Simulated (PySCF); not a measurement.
# C6H12FO (SMILES [CH2]OC(C)(C)CCF) (doublet): what the fields show

```xyz
20

C    -0.8184    2.1240   -0.0483
O    -0.8040    0.9381   -0.7162
C    -0.4231   -0.2424   -0.0184
C    -0.5115   -1.3568   -1.0656
C    -1.3905   -0.5516    1.1329
C     1.0066   -0.1006    0.5424
C     2.0371    0.2190   -0.5321
F     3.2522    0.4808    0.0578
H    -1.1705    2.9352   -0.6544
H    -0.9362    2.1513    1.0191
H     0.0025   -1.0578   -1.9741
H    -0.0715   -2.2739   -0.6859
H    -1.5536   -1.5410   -1.3133
H    -2.4158   -0.4837    0.7765
H    -1.2625    0.1411    1.9603
H    -1.2123   -1.5585    1.4989
H     1.2846   -1.0218    1.0565
H     1.0233    0.7141    1.2700
H     2.2007   -0.6199   -1.2145
H     1.7578    1.1152   -1.0946
```

Geometry: GFN2-xTB.

Computed with UKS B3LYP, pcH-1 on C F H O, non-relativistic, mean-field spin-orbit, GIAO in PySCF.

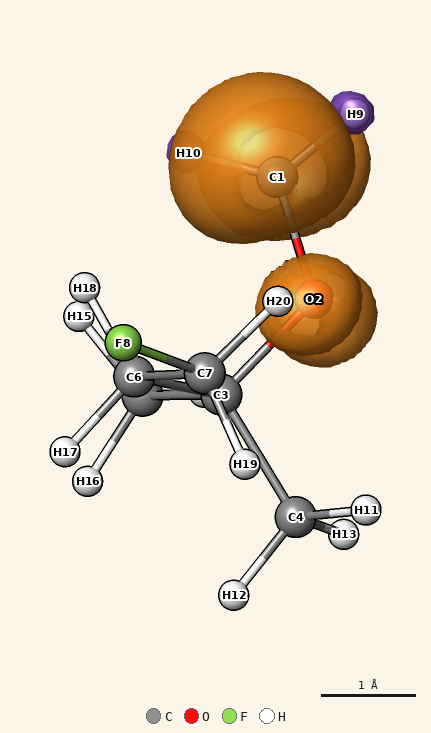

Figure 1. Isosurfaces of the spin density at +0.03 (orange) and −0.03 e/Å³ (purple), seen at an oblique angle.

Question: Where is the unpaired spin?

Answer: The unpaired spin (1 electron) lies mostly on C1 (about 0.7) and O2 (about 0.2), in electrons by Hirshfeld's partition.

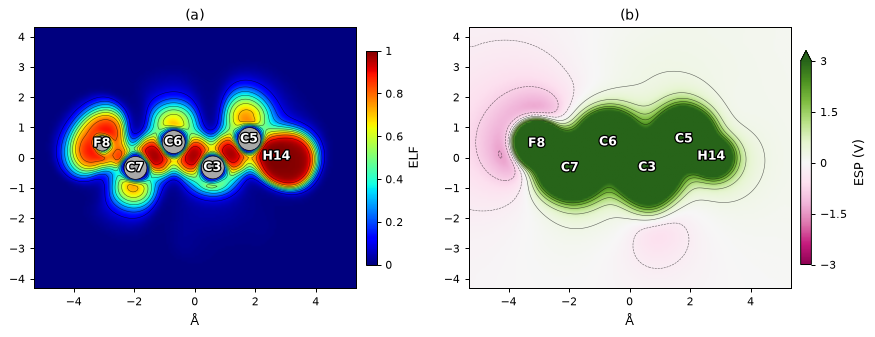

Figure 2. (a) electron localisation function; (b) electrostatic potential on the plane of atoms C5, C3 and C6. Grey discs cover the atomic cores in the ELF map.

Question: Read the bonding off the picture.

Answer: The section cuts through C, F and H sites.
C–F (1.38 Å): the ELF peaks at about 0.85 between the atoms (a shared but strongly polarised pair).
C–C (1.52 Å): the ELF peaks at about 0.95 between the atoms (localised, covalent bonding).
C–H (1.09 Å): the ELF climbs to about 1 towards the hydrogen, as it does in any bond to H (an ordinary covalent bond to hydrogen).
The ELF also peaks beside F8, away from the bonds: non-bonding electrons, paired or unpaired.
Outside the dense part of the molecule the potential is most negative (−1.4 V) near F8.

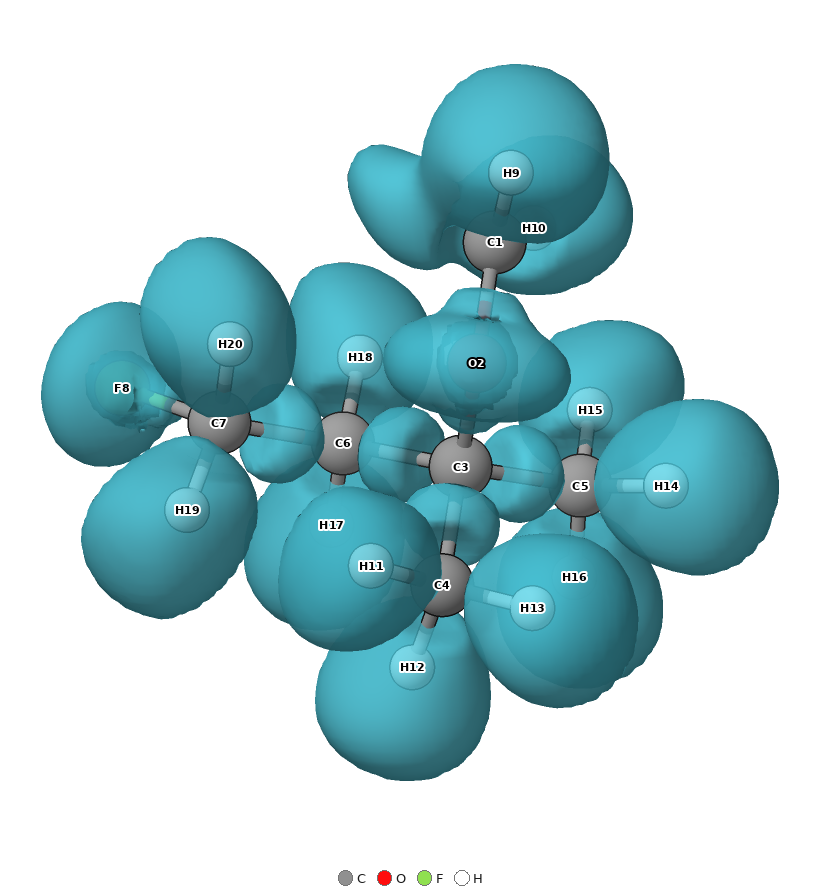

Figure 3. Isosurface of the electron localisation function at 0.75 (cyan), seen across its widest extent. Core shells and regions of very low density are left out.

Question: What do the ELF domains correspond to?

Answer: The ELF exceeds this value in four regions between bonded C–C atoms (shared pairs), ten regions around hydrogen nuclei, one region on F in which the atom's valence shell and bonds are merged, one region on O in which the atom's valence shell and bonds are merged and one joined region spread over several atoms (C, H), in which their bonds and any lone pairs are merged.


C–O (1.36 Å): the ELF peaks at about 0.90 between the atoms (a polar covalent bond).
